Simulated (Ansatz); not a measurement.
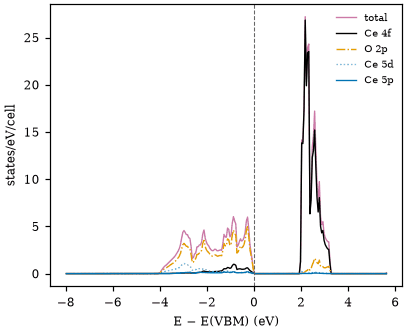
Total and projected density of states of CeO2 (fluorite, space group No. 225), PBEsol in the plane-wave PAW code Ansatz

Which orbitals carry the states next to the gap?

Top 1 eV of the valence band: O 2p 80 %, Ce 4f 14 %. Bottom 1 eV of the conduction band: Ce 4f 93 %, O 2p 5 %. Projections are on Löwdin-orthogonalised atomic valence shells; empty p or d shells of many metals are not among them.

Where is the tallest occupied peak in this window, and what makes it?

Near -0.9 eV, about 6.0 states/eV per cell; the largest projected share is O 2p.

Space group Fm-3m (fluorite). The cell was relaxed with PBEsol under the symmetry of its start. No spin polarisation was allowed. The 4f shell is in the valence. No Hubbard U is applied. Spin–orbit coupling is left out wherever it is not named.

Potentials: the earlier of the program's two PAW sets. The files were generated under PBE; for other functionals the program regenerates the frozen cores, and for LDA and PBEsol the local potential too.
